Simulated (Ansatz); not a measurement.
# NH₃O (triplet): one geometry, many settings at distance N1–H4 along a hydrogen transfer = 1.012 Å

What do other methods and options give for NH₃O (triplet) at this geometry, and how long do they take?

The runs use Ansatz 0.2.0, Gaussian basis; the settings change from run to run.

2 further runs of the same task are left out: 2 that didn't finish.

### 1 The system

The geometry derives from fragments relaxed apart (PBE0/def2-TZVP) and kept rigid, so it is no stationary point. A hydrogen atom is moved between rigid fragments.

5 atoms, charge 0, spin multiplicity 3.

Atoms are counted from 1 here; the program's logs count them from 0.

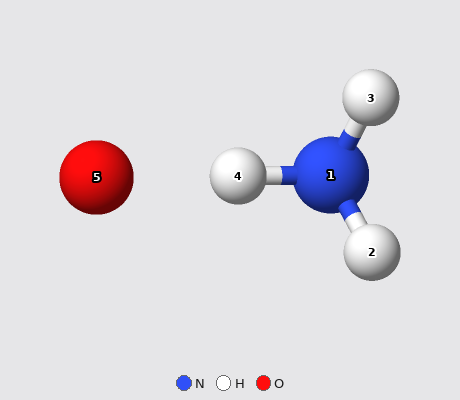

The geometry (nitrogen blue, hydrogen white, oxygen red); atoms are numbered from 1 in the order of the file.

### 2 CASSCF(4,5)/cc-pVDZ

The input, in.yaml:

```yaml
crystal:
  periodic: [false, false, false]
  atoms:
    - {symbol: N, position_ang: [-1.254247, -0.017258, -0.026862]}
    - {symbol: H, position_ang: [-1.551527, 0.950575, -0.026861]}
    - {symbol: H, position_ang: [-1.551526, -0.419557, 0.853398]}
    - {symbol: H, position_ang: [-0.241787, -0.017258, -0.026862]}
    - {symbol: O, position_ang: [1.308753, -0.017257, -0.026862]}
basis:
  gaussian: {orbitals: cc-pVDZ}
magnetization: {spin_polarized: false, initial_magnetization: 2}
hamiltonian: {pseudopotentials: {relativity: scalar}}
correlation: {active_space: {window: {electrons: 4, orbitals: 5}, states: [{multiplicity: 3, weights: [1, 0.5]}]}}
```

Command:

```console
> ansatz run in.yaml --threads 1 --pin off --events-out ev --progress --plain --max-ram 2393MiB
```

Output:

```text
Functional definition: HF
  name "HF"
  cite "Fock, Z. Phys. 61, 126 (1930) doi:10.1007/BF01340294"
  parent pbe
  exchange = exact_x
  correlation = 0
757 factors; integrals over basis functions are off by at most 2.0e-7 eV
mean field evaluation 1: about -3563.0450 eV, gradient 2.0e1 eV
mean field evaluation 2: about -3563.0766 eV, gradient 2.0e1 eV
mean field evaluation 4: about -3565.6197 eV, gradient 4.5e0 eV
mean field evaluation 8: about -3565.7105 eV, gradient 1.5e0 eV
mean field evaluation 16: about -3554.6811 eV, gradient 5.4e1 eV
mean field evaluation 32: about -3565.7138 eV, gradient 7.9e-4 eV
mean field evaluation 64: about -3565.7156 eV, gradient 2.9e-1 eV
mean field evaluation 96: about -3565.7317 eV, gradient 9.8e-1 eV
mean field evaluation 128: about -3565.7138 eV, gradient 1.1e-6 eV
mean field evaluation 160: about -3565.7138 eV, gradient 2.5e-6 eV
mean field evaluation 192: about -3565.7379 eV, gradient 1.2e-2 eV
mean field -3565.73795075 eV, -131.0384527459 hartree, gradient 9.7e-6 eV, S^2 2.000000; 12 other end points of the search recorded, 0 dependent functions left out
reference -3565.73795075 eV, -131.0384527459 hartree; 10, 8 occupied and 33, 35 virtual orbitals, 757 factors
state -3566.27045896 eV, -131.0580220618 hartree
state -3566.24427814 eV, -131.0570599343 hartree
1 active orbitals were swapped for others, from the solution at -3564.54417785 eV, -130.9945824013 hartree to that at -3566.26173202 eV, -131.0577013526 hartree; typed "places" are swapped only where nearly empty or full, and so, without "given_window_search", are "orbital_numbers", "shells" and a window whose orbitals a file names under [Active]
Total energy: -3566.26173202 eV, -131.0577013526 hartree
Relativity: scalar
```

It took 5 s on 1 thread of Intel Xeon Platinum 8488C, shared host.

From the report: 100 determinants; active occupations (of the averaged states) 1.66, 1.33, 1.00, 0.01, 0.01.

### 3 BCCD on ROHF/cc-pVDZ

Edit in.yaml of step 2 so:

```diff
@@ -11,3 +11,2 @@
 magnetization: {spin_polarized: false, initial_magnetization: 2}
-hamiltonian: {pseudopotentials: {relativity: scalar}}
-correlation: {active_space: {window: {electrons: 4, orbitals: 5}, states: [{multiplicity: 3, weights: [1, 0.5]}]}}
+correlation: {method: bccd, electrons: valence}
```

Launched as before.

Output (excerpt; [...] marks lines left out):

```text
Functional definition: HF
  name "HF"
  cite "Fock, Z. Phys. 61, 126 (1930) doi:10.1007/BF01340294"
  parent pbe
[...]
391 factors; integrals over basis functions are off by at most 1.3e-3 eV
[...]
mean field -3563.65690354 eV, -130.9619756718 hartree, gradient 9.7e-6 eV, S^2 2.000000; 14 other end points of the search recorded, 0 dependent functions left out
[...]
determinant -3563.65690354 eV, -130.9619756718 hartree, with singles and doubles -3572.67758430 eV, -131.2934795750 hartree
determinant -3563.63270868 eV, -130.9610865269 hartree, with singles and doubles -3572.64747639 eV, -131.2923731299 hartree
determinant -3563.55623505 eV, -130.9582761727 hartree, with singles and doubles -3572.49464938 eV, -131.2867568407 hartree
determinant -3563.65690354 eV, -130.9619756718 hartree, with singles and doubles -3572.67980835 eV, -131.2935613076 hartree
determinant -3563.63270868 eV, -130.9610865269 hartree, with singles and doubles -3572.65058774 eV, -131.2924874699 hartree
determinant -3563.55623505 eV, -130.9582761727 hartree, with singles and doubles -3572.49455839 eV, -131.2867534972 hartree
2 core orbitals not correlated: weight in the atoms' cores, before any rotation towards them, 1.000 or more for the frozen orbitals, at most 0.000 for the correlated occupied ones
reference -3563.65690354 eV, -130.9619756718 hartree; 8, 6 occupied and 33, 35 virtual orbitals, 391 factors
second order -8.04836791 eV of doubles, -0.10428878 eV of singles
cycle   1  -9.01511715 eV  change    7.8e-3 eV  update   4.5e-3
[...]
cycle   9  -9.01436870 eV  change   -7.7e-7 eV  update   1.1e-5
Total energy: -3572.67127224 eV, -131.2932476112 hartree
```

Wall time 7.5 s (1 thread of Intel Xeon Platinum 8488C, shared host).

From the report: correlation -9.0144 eV; largest double amplitude 0.04.

### 4 CASSCF(2,8)/def2-SVP

Edit in.yaml of step 3 so:

```diff
@@ -9,4 +9,6 @@
 basis:
-  gaussian: {orbitals: cc-pVDZ}
+  gaussian: {orbitals: def2-SVP, point_charges: [{charge: 0.50, position_ang: [4.192, -0.097, 0.626]}]}
 magnetization: {spin_polarized: false, initial_magnetization: 2}
-correlation: {method: bccd, electrons: valence}
+correlation: {active_space: {window: {electrons: 2, orbitals: 8}, states: [{multiplicity: 3, weights: [1, 0.5, 1, 0.5]}]}}
+accuracy: high
+output: {forces: true}
```

Launched as before.

Output (excerpt; [...] marks lines left out):

```text
Functional definition: HF
  name "HF"
  cite "Fock, Z. Phys. 61, 126 (1930) doi:10.1007/BF01340294"
  parent pbe
[...]
888 factors; integrals over basis functions are off by at most 3.6e-9 eV
[...]
mean field -3560.35069758 eV, -130.8404748436 hartree, gradient 9.2e-9 eV, S^2 2.000000; 9 other end points of the search recorded, 0 dependent functions left out
reference -3560.35069758 eV, -130.8404748436 hartree; 10, 8 occupied and 33, 35 virtual orbitals, 888 factors
state -3557.96665875 eV, -130.7528630325 hartree
state -3547.27195675 eV, -130.3598399831 hartree
state -3546.61091578 eV, -130.3355471758 hartree
state -3545.72292698 eV, -130.3029141892 hartree
an earlier search ended where averaged states of different weights were degenerate, so these states were given the mean of their weights and the orbitals were optimised with it; in the result, neighbours among these states lie up to 6.6e-1 eV apart
[...]
Total energy: -3550.41342554 eV, -130.4752868321 hartree
Atom 0 at    -1.254247    -0.017258    -0.026862 Å, force    -0.234507     0.391673     0.660140 eV/Å
Atom 1 at    -1.551527     0.950575    -0.026861 Å, force    -1.520817     2.174979    -0.666722 eV/Å
Atom 2 at    -1.551526    -0.419557     0.853398 Å, force    -1.538335    -1.512651     1.695346 eV/Å
Atom 3 at    -0.241787    -0.017258    -0.026862 Å, force     4.755433    -1.307458    -2.112212 eV/Å
Atom 4 at     1.308753    -0.017257    -0.026862 Å, force    -1.304937     0.242873     0.457267 eV/Å
Dipole moment:    -0.515923    -0.036730    -0.070840 e Å
```

It took 24 s on 1 thread of Intel Xeon Platinum 8488C, shared host.

From the report: 64 determinants; active occupations (of the averaged states) 0.75, 0.58, 0.49, 0.17, 0.01, 0.00, 0.00, 0.00.

### 5 CCSD on UHF/cc-pVDZ

The input, in.yaml:

```yaml
crystal:
  periodic: [false, false, false]
  atoms:
    - {symbol: N, position_ang: [-1.254247, -0.017258, -0.026862]}
    - {symbol: H, position_ang: [-1.551527, 0.950575, -0.026861]}
    - {symbol: H, position_ang: [-1.551526, -0.419557, 0.853398]}
    - {symbol: H, position_ang: [-0.241787, -0.017258, -0.026862]}
    - {symbol: O, position_ang: [1.308753, -0.017257, -0.026862]}
basis:
  gaussian: {orbitals: cc-pVDZ}
magnetization: {spin_polarized: true, initial_magnetization: 2}
correlation: {method: ccsd, electrons: all}
scf: {lower_state_search: off}
output: {forces: true}
```

Same command.

Output (excerpt; [...] marks lines left out):

```text
Functional definition: HF
  name "HF"
  cite "Fock, Z. Phys. 61, 126 (1930) doi:10.1007/BF01340294"
  parent pbe
[...]
391 factors; integrals over basis functions are off by at most 1.3e-3 eV
[...]
mean field -3563.81089784 eV, -130.9676348580 hartree, gradient 1.5e-6 eV, S^2 2.008089; 0 other end points of the search recorded, 0 dependent functions left out
reference -3563.81089784 eV, -130.9676348580 hartree; 10, 8 occupied and 33, 35 virtual orbitals, 391 factors
second order -8.12923291 eV of doubles, -0.00000000 eV of singles
cycle   1  -8.73653909 eV  change   -6.1e-1 eV  update   5.0e-2
[...]
cycle  21  -8.98216866 eV  change   -6.2e-9 eV  update   1.0e-8
[...]
the multipliers restart with 30 DIIS vectors
Total energy: -3572.79306651 eV, -131.2977234680 hartree
Atom 0 at    -1.254247    -0.017258    -0.026862 Å, force    -0.757187    -0.421507    -0.656079 eV/Å
Atom 1 at    -1.551527     0.950575    -0.026861 Å, force    -0.038464     0.419683     0.132459 eV/Å
Atom 2 at    -1.551526    -0.419557     0.853398 Å, force    -0.038464    -0.053976     0.436767 eV/Å
Atom 3 at    -0.241787    -0.017258    -0.026862 Å, force    -0.421499     0.036149     0.056266 eV/Å
Atom 4 at     1.308753    -0.017257    -0.026862 Å, force     1.255613     0.019652     0.030587 eV/Å
Dipole moment:     0.086412     0.168329     0.262006 e Å
Checks for a lower state left out: starts, cluster_reference, orbital_swaps, neighbouring_geometries, increment
```

Wall time 42 s (1 thread of Intel Xeon Platinum 8488C, shared host).

From the report: ⟨S²⟩ of the determinant 2.008 (pure triplet: 2.00); correlation -8.9822 eV; T1 0.012; largest double amplitude 0.04.

### 6 All runs side by side

Where basis and cores are those of an earlier UCCSDT(Q)/cc-pVDZ run (-3572.8536 eV), and the state is the same kind, the miss against it is given.

| level | correlated | functions | energy (eV) | from UCCSDT(Q) (meV) | time |
| --- | --- | --- | --- | --- | --- |
| CASSCF(4,5)/cc-pVDZ (mean of several states, relativity set) |  | 43 | -3566.2617 |  | 5 s |
| BCCD on ROHF/cc-pVDZ | valence | 43 | -3572.6713 | 182.3 | 7.5 s |
| CASSCF(2,8)/def2-SVP (mean of several states, beside a point charge) |  | 43 | -3550.4134 |  | 24 s |
| CCSD on UHF/cc-pVDZ | all | 43 | -3572.7931 |  | 42 s |

### 7 Summary of results

| quantity | value |
| --- | --- |
| runs | 4 |
| quickest | CASSCF(4,5)/cc-pVDZ (mean of several states, relativity set), 5 s |
| slowest | CCSD on UHF/cc-pVDZ, 42 s |

In words: Total energies in different bases, with other cores or another treatment of relativity can't be set against each other. CCSD on UHF/cc-pVDZ took 8 times as long as CASSCF(4,5)/cc-pVDZ (mean of several states, relativity set); the jobs differ in more than the method.
